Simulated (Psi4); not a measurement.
# GeO (SMILES [O]=[Ge]) at CAM-B3LYP/cc-pVTZ (ints tolerance 1e-08, sweep point 4)

Aim: the vertical singlet–triplet gap of GeO at CAM-B3LYP/cc-pVTZ (ints tolerance 1e-08, sweep point 4), from 2 runs. 

The results are computed with Psi4 1.11.

4 further runs of the same task are left out: 4 set aside as unsound or not needed.

**1. The structure to begin with**

The species is GeO (2 atoms), meant as a singlet with charge 0. SMILES: `[O]=[Ge]`. Geometry: a GFN2-xTB relaxation, a rough one for these elements and not checked as a minimum.

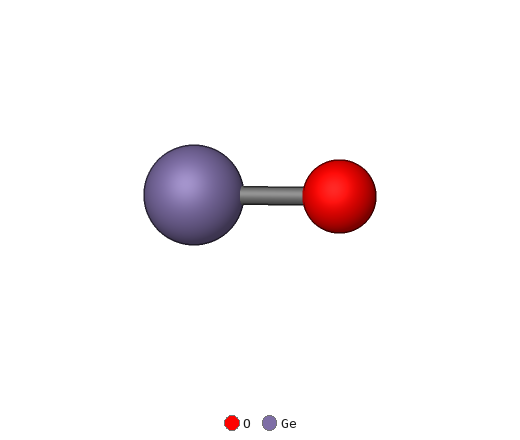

Viewed from a chosen angle; oxygen red, germanium purple.

**2. The energy at CAM-B3LYP/cc-pVTZ (ints tolerance 1e-08, sweep point 4)**

Contents of geo.inp:

```
memory 1600 mb

molecule {
  O      0.00000000     0.00000000     0.00000000
  Ge     0.00000000     0.00000000     2.97913434
  units bohr
  symmetry c1
}

set puream true
set scf_type direct
set dft_radial_points 99
set dft_spherical_points 590
set ints_tolerance 1e-08
set maxiter 60

energy("cam-b3lyp/cc-pVTZ")
print_variables()
```

Run with:

```sh
$ psi4 -i geo.inp -o geo.out -n 1
```

geo.out:

```text
[...]
  Running in c1 symmetry.
[...]
  Nuclear repulsion =   85.931002359564630
[...]
  Multiplicity = 1
[...]
  Nalpha       = 20
  Nbeta        = 20
[...]
    Number of basis functions: 73
[...]
   @DF-RKS iter   1: -2151.49716487384330   -2.90916e+00   2.61492e-02 ADIIS/DIIS
[...]
   @RKS iter  10: -2152.39423920551917   -5.19467e-08   6.38245e-07 DIIS
[...]
    Orbital Energies [Eh]
    ---------------------
    Doubly Occupied:
       1A   -398.832780     2A    -49.870986     3A    -44.394267
       4A    -44.394267     5A    -44.389836     6A    -19.184798
       7A     -6.312285     8A     -4.487535     9A     -4.487535
      10A     -4.476508    11A     -1.318356    12A     -1.312641
      13A     -1.312641    14A     -1.304651    15A     -1.304651
      16A     -0.998186    17A     -0.524587    18A     -0.386215
      19A     -0.386215    20A     -0.362934
[...]
  @RKS Final Energy: -2152.39423920551917
   => Energetics <=
    Nuclear Repulsion Energy =             85.9310023595646300
    One-Electron Energy =               -3169.5099952216642123
    Two-Electron Energy =                 999.3616560426488604
    DFT Exchange-Correlation Energy =     -68.1769023860684058
    Empirical Dispersion Energy =           0.0000000000000000
    VV10 Nonlocal Energy =                  0.0000000000000000
    Total Energy =                      -2152.3942392055191704
[...]
 Multipole Moments:
 ------------------------------------------------------------------------------------
     Multipole            Electronic (a.u.)      Nuclear  (a.u.)        Total (a.u.)
 ------------------------------------------------------------------------------------
 L = 1.  Multiply by 2.5417464519 to convert [e a0] to [Debye]
 Dipole X            :         -0.0000000            0.0000000           -0.0000000
 Dipole Y            :          0.0000000            0.0000000            0.0000000
 Dipole Z            :          3.8777028           -2.6350897            1.2426131
 Magnitude           :                                                    1.2426131
[...]
```

It took 32 s on 1 thread of Intel Xeon 6975P-C (Granite Rapids), shared host; peak memory 0.86 GiB.

**3. The triplet**

Contents of calc.dat:

```
memory 1600 MB

molecule {
  0 3
  O      0.00000000     0.00000000     0.00000000
  Ge     0.00000000     0.00000000     2.97913434
  units au
  symmetry c1
}

set reference uks
set puream true
set scf_type direct
set dft_radial_points 99
set dft_spherical_points 590
set ints_tolerance 1e-08
set maxiter 100

result, w = energy('cam-b3lyp/cc-pVTZ', return_wfn=True)
```

Run with:

```sh
$ psi4 -n 1 calc.dat calc.out
```

calc.out:

```text
[...]
  Running in c1 symmetry.
[...]
  Nuclear repulsion =   85.931002359564630
[...]
  Multiplicity = 3
[...]
  Nalpha       = 21
  Nbeta        = 19
[...]
    Number of basis functions: 73
[...]
   @DF-UKS iter   1: -2151.31930954684412   -2.73131e+00   2.63180e-02 ADIIS/DIIS
[...]
   @UKS iter  12: -2152.24399624916214   -4.43015e-08   4.99301e-07 DIIS
[...]
   @S^2 Observed:                2.009910474E+00
[...]
    Orbital Energies [Eh]
    ---------------------
    Alpha Occupied:
       1A   -398.853928     2A    -49.890681     3A    -44.414312
       4A    -44.412434     5A    -44.412250     6A    -19.239517
       7A     -6.333212     8A     -4.508834     9A     -4.505941
      10A     -4.500445    11A     -1.350824    12A     -1.332484
      13A     -1.327106    14A     -1.326405    15A     -1.325485
      16A     -1.058796    17A     -0.587818    18A     -0.443860
      19A     -0.433874    20A     -0.431518    21A     -0.210970
    Alpha Virtual:
      22A     -0.050331    23A      0.064845    24A      0.159120
      25A      0.216987    26A      0.218867    27A      0.264133
[...]
  @UKS Final Energy: -2152.24399624916214
   => Energetics <=
    Nuclear Repulsion Energy =             85.9310023595646300
    One-Electron Energy =               -3168.4291111941283816
    Two-Electron Energy =                 998.4195758961396905
    DFT Exchange-Correlation Energy =     -68.1654633107376213
    Empirical Dispersion Energy =           0.0000000000000000
    VV10 Nonlocal Energy =                  0.0000000000000000
    Total Energy =                      -2152.2439962491621372
[...]
 Multipole Moments:
 ------------------------------------------------------------------------------------
     Multipole            Electronic (a.u.)      Nuclear  (a.u.)        Total (a.u.)
 ------------------------------------------------------------------------------------
 L = 1.  Multiply by 2.5417464519 to convert [e a0] to [Debye]
 Dipole X            :          0.0000000            0.0000000            0.0000000
 Dipole Y            :         -0.0000000            0.0000000           -0.0000000
 Dipole Z            :          3.5245733           -2.6350897            0.8894836
 Magnitude           :                                                    0.8894836
[...]
```

It took 32 s on 1 thread of Intel Xeon 6975P-C (Granite Rapids), shared host; peak memory 0.85 GiB.

**4. Results**

At CAM-B3LYP/cc-pVTZ (ints tolerance 1e-08, sweep point 4):

```
                                        quantity           value
                           singlet: total energy  -2152.39424 Eh
                          singlet: dipole moment          3.16 D
                            singlet: HOMO energy        -9.88 eV
                            singlet: LUMO energy        -0.84 eV
                          singlet: HOMO–LUMO gap         9.04 eV
                           triplet: total energy  -2152.24400 Eh
                          triplet: dipole moment          2.26 D
     triplet: HOMO energy (highest over α and β)        -5.74 eV
      triplet: LUMO energy (lowest over α and β)        -4.90 eV
                                   triplet: ⟨S²⟩           2.010
vertical energy of the triplet above the singlet        4.088 eV
```

What this shows: At this shape the triplet lies 4.09 eV (394 kJ/mol) above the singlet.
